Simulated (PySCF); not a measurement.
**CH7BP− (SMILES C[BH2-]P) at M06-2X/6-31G(d) (spherical functions)**

Aim: the vertical singlet–triplet gap of CH7BP− at M06-2X/6-31G* (spherical functions), from 2 runs. Input form: a Python script.

The calculation is run with PySCF 2.14.0.

2 further runs of the same task are left out: 1 that didn't finish, 1 set aside as unsound or not needed.

## Step 1: The structure to begin with

The species is CH7BP− (10 atoms), meant as a singlet with charge -1. As SMILES, `C[BH2-]P`. Geometry: relaxed at GFN2-xTB. This is one conformer, not always the lowest.

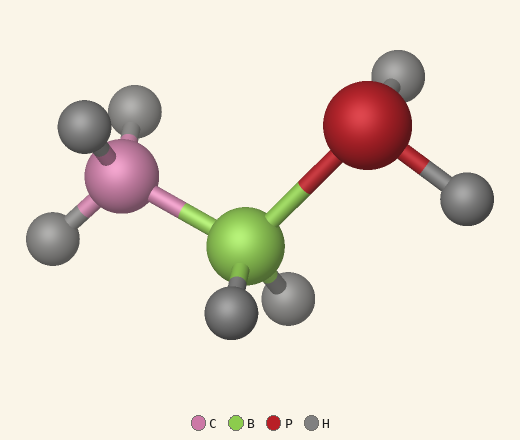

The structure, seen from a chosen angle (carbon pink, boron green, phosphorus red, hydrogen grey).

## Step 2: A single-point energy at M06-2X/6-31G(d) (spherical functions)

File run.py:

```python
from pyscf import gto, dft

mol = gto.M(
    atom='''
C     -1.679626     1.276208    -1.434831
B     -0.496280    -1.063141     0.209892
P      2.275854     0.277979     2.459573
H     -3.205164     0.628315    -2.672923
H     -0.267906     2.177966    -2.644143
H     -2.469362     2.756600    -0.231000
H     -2.048255    -1.966695     1.638997
H      0.428099    -2.680350    -1.125370
H      3.318699    -2.024936     3.146488
H      4.143943     0.618054     0.653335
''',
    basis='6-31g*',
    charge=-1,
    unit='bohr',
    max_memory=1860,
    verbose=3,
)

myscf = dft.RKS(mol, xc='m06-2x')
myscf.conv_tol = 1e-10
myscf.grids.level = 4
myscf.kernel()
if not myscf.converged:
    myscf = myscf.newton().run(myscf.mo_coeff, myscf.mo_occ)

e_tot = myscf.e_tot
print(f'total energy: {e_tot:.8f} hartree')
```

Run with:

```console
$ OMP_NUM_THREADS=1 python run.py
```

What it wrote:

```text
converged SCF energy = -408.446708051368
total energy: -408.44670805 hartree
```

Run time: 15 s. Hardware: 1 thread of Arm Neoverse V1, shared host; peak memory 0.32 GiB.

## Step 3: The triplet, same level

File run.py:

```python
from pyscf import gto, dft

molecule = gto.M(
    atom=[
    ('C', (-0.888820, 0.675340, -0.759280)),
    ('B', (-0.262620, -0.562590, 0.111070)),
    ('P', (1.204330, 0.147100, 1.301550)),
    ('H', (-1.696100, 0.332490, -1.414450)),
    ('H', (-0.141770, 1.152530, -1.399220)),
    ('H', (-1.306730, 1.458730, -0.122240)),
    ('H', (-1.083890, -1.040730, 0.867320)),
    ('H', (0.226540, -1.418380, -0.595520)),
    ('H', (1.756180, -1.071550, 1.665050)),
    ('H', (2.192880, 0.327060, 0.345730)),
],
    charge=-1,
    verbose=3,
    basis='6-31g*',
    max_memory=1860,
    spin=2,
)

ks = dft.UKS(molecule, xc='m06-2x')
ks.grids.level = 4
ks.conv_tol = 1e-10
ks.kernel()
if not ks.converged:
    ks = ks.newton().run(ks.mo_coeff, ks.mo_occ)

e_tot = ks.e_tot
print('E = %.10f Eh' % e_tot)
```

Run with:

```console
$ OMP_NUM_THREADS=1 python run.py
```

What it wrote:

```text
WARN: HOMO 0.0251476406935862 >= LUMO -0.267045744445393

WARN: HOMO 0.160479066870864 >= LUMO 0.094585043004634

WARN: HOMO 0.14368576413579 >= LUMO 0.078932144326493

WARN: HOMO 0.13480235659904 >= LUMO 0.0774790173700506

WARN: HOMO 0.136161899882647 >= LUMO 0.0819806934107241

WARN: HOMO 0.134605772873773 >= LUMO 0.0821291776746294

WARN: HOMO 0.133980627944019 >= LUMO 0.0825521852622115

WARN: HOMO 0.133380959077912 >= LUMO 0.0828691216790562

WARN: HOMO 0.132360950682467 >= LUMO 0.0831301578094528

WARN: HOMO 0.132389024197989 >= LUMO 0.083343727675492

WARN: HOMO 0.132624912577696 >= LUMO 0.0833067210504987

WARN: HOMO 0.132649746062606 >= LUMO 0.0833511072963158

WARN: HOMO 0.132608364666691 >= LUMO 0.0833903587698801

WARN: HOMO 0.132645933829742 >= LUMO 0.0833892034930104

WARN: HOMO 0.132655163009093 >= LUMO 0.0833783803127943

WARN: HOMO 0.132657818498443 >= LUMO 0.0833815778211662

WARN: HOMO 0.132657874993194 >= LUMO 0.0833803806456195

WARN: HOMO 0.1326586243339 >= LUMO 0.0833802956284044

WARN: HOMO 0.132659079475092 >= LUMO 0.0833803467910008

converged SCF energy = -408.247152795802  <S^2> = 2.0031241  2S+1 = 3.002082
E = -408.2471527958 Eh
```

Run time: 46 s. Hardware: 1 thread of Arm Neoverse V1, shared host; peak memory 0.39 GiB.

## Step 4: Summary of results

Level: M06-2X/6-31G* (spherical functions).

| quantity | value |
| --- | --- |
| singlet: total energy | -408.44671 Eh |
| singlet: HOMO energy | -1.70 eV |
| singlet: LUMO energy | 7.56 eV |
| singlet: HOMO–LUMO gap (to an unbound level, set by the basis) | 9.26 eV |
| triplet: total energy | -408.24715 Eh |
| triplet: HOMO energy (highest over α and β) | 3.61 eV |
| triplet: ⟨S²⟩ | 2.003 |
| vertical energy of the triplet above the singlet | 5.430 eV |

At this shape the triplet lies 5.43 eV (524 kJ/mol) above the singlet. For an anion a state so high probably lies above electron detachment. Mulliken charges (triplet) run from -0.52 on C1 to +0.09 on H6. The HOMO (triplet) lies at positive energy, 3.61 eV; only total energies tell whether the electron is bound.
